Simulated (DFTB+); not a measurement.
BSiNH₅SF: geometry relaxation

The run: geometry relaxation of BSiNH₅SF, SMILES NB[SiH](F)S. Method and program: GFN2-xTB, R-SCC, dispersion built in (DFTB+ 25.1).

The geometry comes from this level: GFN2-xTB.

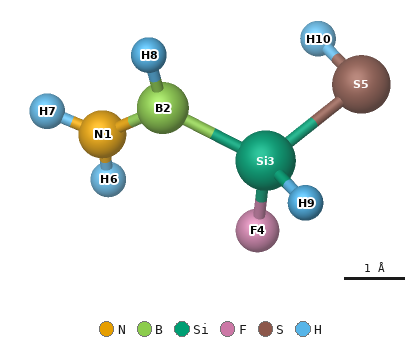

The input geometry (ball-and-stick view, seen on its broad side; atoms are numbered from 1 in the order of the input).

Input (dftb_in.hsd):
```
Geometry {
  TypeNames {
    "N" "B" "Si" "F" "S" "H"
  }
  TypesAndCoordinates [Angstrom] {
    1 -1.134760 -0.973730 -1.006530
    2 -0.938270 -0.283710 0.167510
    3 0.893720 0.048060 0.752200
    4 1.888200 -0.622420 -0.362310
    5 1.437340 2.150120 0.842620
    6 -0.380660 -1.321110 -1.579820
    6 -2.038710 -1.196270 -1.392510
    6 -1.894090 0.067850 0.751730
    6 1.492350 -0.427720 1.990920
    6 0.674880 2.558940 -0.163820
  }
}

Driver = ConjugateGradient {
  MovedAtoms = 1:-1
  MaxForceComponent = 0.001
  MaxSteps = 100
  AppendGeometries = Yes
}

Hamiltonian = xTB {
  Method = "GFN2-xTB"
  Charge = 0
}

Analysis {
  PrintForces = Yes
}

Options {
  WriteResultsTag = Yes
}

ParserOptions {
  ParserVersion = 14
}
```

Launch command:
```bash
dftb+ > dftb.out
```

What the program printed:
```
|  DFTB+ development version (commit: a23bfb2)

Reading input file 'dftb_in.hsd'
Parser version: 14

--------------------------------------------------------------------------------
WARNING!
-> This driver is deprecated and will be removed in future versions.
Please use the GeometryOptimisation driver instead.
Path: dftbplusinput/Driver/ConjugateGradient
Line: 19-24 (File: dftb_in.hsd)

Processed input in HSD format written to 'dftb_pin.hsd'

Starting initialization...
--------------------------------------------------------------------------------
OpenMP threads:              1
Chosen random seed:          116194447
Current stacksize:           unlimited
Mode:                        Conjugate gradient relaxation
Self consistent charges:     Yes
SCC-tolerance:                 0.100000E-04
Max. scc iterations:                    100
Shell resolved Hubbard:      Yes
Spin polarisation:           No
Nr. of up electrons:            15.000000
Nr. of down electrons:          15.000000
Periodic boundaries:         No
Electronic solver:           Relatively robust
Mixer:                       Broyden mixer
Mixing parameter:                  0.200000
Nr. of chrg. vec. in memory:            100
Max. SCC-cycles:                        100
Nr. of moved atoms:                      10
Max. nr. of geometry steps:             100
Force tolerance:               0.100000E-02
tblite library version:      0.3.0
-> parametrization:          GFN2-xTB
-> repulsion:                Yes
-> dispersion:               Yes
-> halogen bonding:          No
-> electrostatics:           Yes
   -> isotropic:             Yes
   -> anisotropic:           Yes
   -> third-order:           Yes
Electronic temperature:              0.950045E-03 H      0.258520E-01 eV
Initial charges:             Set automatically (system chrg:   0.000E+00)
Included shells:             N:  s, p
                             B:  s, p
                            Si:  s, p, d
                             F:  s, p
                             S:  s, p, d
                             H:  s
Extra options:
                             Mulliken analysis
Force type                   original

--------------------------------------------------------------------------------

***  Geometry step: 0

 iSCC Total electronic   Diff electronic      SCC error
    1   -0.16394743E+02    0.00000000E+00    0.12968157E+01
    2   -0.16579582E+02   -0.16394743E+02    0.10012058E+01
    3   -0.16604801E+02   -0.18483842E+00    0.55241830E+00
    4   -0.16592831E+02   -0.25218848E-01    0.45728324E+00
    5   -0.16626231E+02    0.11969516E-01    0.19126300E+00
    6   -0.16627082E+02   -0.33400358E-01    0.13946339E+00
    7   -0.16631924E+02   -0.85022530E-03    0.42000121E-01
    8   -0.16632119E+02   -0.48424612E-02    0.33483327E-01
    9   -0.16632282E+02   -0.19512334E-03    0.14871341E-01
   10   -0.16632321E+02   -0.16268886E-03    0.46664448E-02
   11   -0.16632314E+02   -0.38798146E-04    0.11964329E-02
   12   -0.16632307E+02    0.65060512E-05    0.10150002E-02
   13   -0.16632308E+02    0.71122195E-05    0.40100006E-03
   14   -0.16632308E+02   -0.62716103E-06    0.83500462E-04
   15   -0.16632309E+02   -0.61607466E-06    0.87283921E-04
   16   -0.16632309E+02   -0.55206916E-06    0.16526591E-04
   17   -0.16632309E+02   -0.13682616E-07    0.77828368E-05

Total Energy:                      -16.5194547272 H         -449.5172 eV
Extrapolated to 0K:                -16.5194547272 H         -449.5172 eV
Total Mermin free energy:          -16.5194547272 H         -449.5172 eV
Force related energy:              -16.5194547272 H         -449.5172 eV

Maximal force component:             0.335113E-03
Averaged force norm:                 0.266047E-03

Geometry converged

--------------------------------------------------------------------------------
--------------------------------------------------------------------------------
SCC                                    +       0.01 ( 77.7%)       0.03 ( 90.9%)
--------------------------------------------------------------------------------
Missing                                +       0.00 ( 22.3%)       0.00 (  9.1%)
Total                                  =       0.02 (100.0%)       0.03 (100.0%)
--------------------------------------------------------------------------------
```

File detailed.out:
```
Fermi distribution function

Geometry optimization step: 0

********************************************************************************
 iSCC Total electronic   Diff electronic      SCC error
   17   -0.16632309E+02   -0.13682616E-07    0.77828368E-05
********************************************************************************

Coordinates of moved atoms (au):
    1     -2.14438546     -1.84008289     -1.90206590
    2     -1.77307320     -0.53613416      0.31654800
    3      1.68888591      0.09082023      1.42145189
    4      3.56818061     -1.17620325     -0.68466662
    5      2.71617875      4.06313764      1.59232091
    6     -0.71934309     -2.49653590     -2.98542691
    7     -3.85260327     -2.26062251     -2.63146234
    8     -3.57931110      0.12821791      1.42056372
    9      2.82013258     -0.80827360      3.76229327
   10      1.27533828      4.83569542     -0.30957491

 Total charge:    -0.00000000

 Atomic gross charges (e)
 Atom           Charge
    1      -0.29907013
    2       0.16659508
    3       0.53839898
    4      -0.29772909
    5      -0.41844318
    6       0.17129080
    7       0.16640923
    8      -0.10207851
    9      -0.07434849
   10       0.14897531

Nr. of electrons (up):     30.00000000
Atom populations (up)
 Atom       Population
    1       5.29907013
    2       2.83340492
    3       3.46160102
    4       7.29772909
    5       6.41844318
    6       0.82870920
    7       0.83359077
    8       1.10207851
    9       1.07434849
   10       0.85102469

l-shell populations (up)
 Atom Sh.   l       Population
    1   1   0       1.27065990
    1   2   1       4.02841023
    2   1   0       0.90047924
    2   2   1       1.93292568
    3   1   0       1.37769088
    3   2   1       1.75525246
    3   3   2       0.32865768
    4   1   0       1.76746552
    4   2   1       5.53026358
    5   1   0       1.97540313
    5   2   1       4.43115267
    5   3   2       0.01188737
    6   1   0       0.82870920
    7   1   0       0.83359077
    8   1   0       1.10207851
    9   1   0       1.07434849
   10   1   0       0.85102469

Orbital populations (up)
 Atom Sh.   l   m       Population  Label
    1   1   0   0       1.27065990  s
    1   2   1  -1       1.52640126  p_y
    1   2   1   0       1.32829396  p_z
    1   2   1   1       1.17371501  p_x
    2   1   0   0       0.90047924  s
    2   2   1  -1       0.46423441  p_y
    2   2   1   0       0.63380355  p_z
    2   2   1   1       0.83488772  p_x
    3   1   0   0       1.37769088  s
    3   2   1  -1       0.49632044  p_y
    3   2   1   0       0.53985144  p_z
    3   2   1   1       0.71908058  p_x
    3   3   2  -2       0.08917579  d_xy
    3   3   2  -1       0.05621759  d_yz
    3   3   2   0       0.08998478  d_z2
    3   3   2   1       0.03439991  d_xz
    3   3   2   2       0.05887960  d_x2-y2
    4   1   0   0       1.76746552  s
    4   2   1  -1       1.86991936  p_y
    4   2   1   0       1.82047118  p_z
    4   2   1   1       1.83987304  p_x
    5   1   0   0       1.97540313  s
    5   2   1  -1       1.35426814  p_y
    5   2   1   0       1.46236295  p_z
    5   2   1   1       1.61452159  p_x
    5   3   2  -2       0.00209170  d_xy
    5   3   2  -1       0.00568769  d_yz
    5   3   2   0       0.00155618  d_z2
    5   3   2   1       0.00055050  d_xz
    5   3   2   2       0.00200131  d_x2-y2
    6   1   0   0       0.82870920  s
    7   1   0   0       0.83359077  s
    8   1   0   0       1.10207851  s
    9   1   0   0       1.07434849  s
   10   1   0   0       0.85102469  s

Fermi level:                        -0.3081342714 H           -8.3848 eV
Band energy:                       -15.9469255293 H         -433.9379 eV
TS:                                  0.0000000000 H            0.0000 eV
Band free energy (E-TS):           -15.9469255293 H         -433.9379 eV
Extrapolated E(0K):                -15.9469255293 H         -433.9379 eV
Input / Output electrons (q):     30.0000000000     30.0000000000

Energy H0:                         -16.6945802205 H         -454.2826 eV
Energy SCC:                          0.0622714590 H            1.6945 eV
Total Electronic energy:           -16.6323087615 H         -452.5881 eV
Repulsive energy:                    0.1187551572 H            3.2315 eV
Total energy:                      -16.5194547272 H         -449.5172 eV
Extrapolated to 0:                 -16.5194547272 H         -449.5172 eV
Total Mermin free energy:          -16.5194547272 H         -449.5172 eV
Force related energy:              -16.5194547272 H         -449.5172 eV

Non-constrained calculation

SCC converged

Full geometry written in geo_end.{xyz|gen}

Total Forces
    1      0.000316077714     -0.000213040981     -0.000277732241
    2      0.000044111020      0.000010320443      0.000044370900
    3      0.000004943695     -0.000061295909     -0.000016388308
    4      0.000002635943     -0.000032963606      0.000043362195
    5     -0.000135429700      0.000106974963     -0.000335113476
    6     -0.000324689211      0.000225841013      0.000269526515
    7     -0.000007377681      0.000000272493     -0.000042213540
    8     -0.000022369556      0.000019507140     -0.000003333126
    9      0.000009939011     -0.000002046478      0.000027439231
   10      0.000112158767     -0.000053569079      0.000290081851

Maximal derivative component:        0.335113E-03 au
Max force for moved atoms::          0.335113E-03 au

Dipole moment:   -1.63309387   -1.16336905   -0.85136090 au
Dipole moment:   -4.15091092   -2.95698941   -2.16394373 Debye

Geometry converged
```

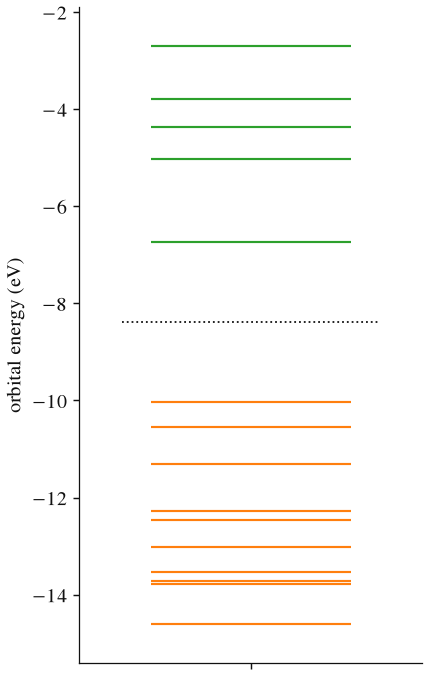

Orbital energies near the frontier; the dotted line parts filled from empty levels, and levels within 0.02 eV of each other stand side by side. Highest filled −10.04 eV, lowest empty −6.73 eV, 3.31 eV apart.

Key numbers:

| quantity | value |
| --- | --- |
| outcome | converged |
| Mermin free energy | −16.519455 hartree |
| basis functions | 35 |
| largest force | 0.025 eV/Å |
| HOMO | −10.04 eV |
| LUMO | −6.73 eV |
| dipole moment | 5.54 D |
| hardware | 1 thread of Intel Xeon (Sapphire Rapids), 32 GiB of memory available, shared host |
| peak memory | 0.073 GiB |

Settings chosen away from the usual ones: optimiser.
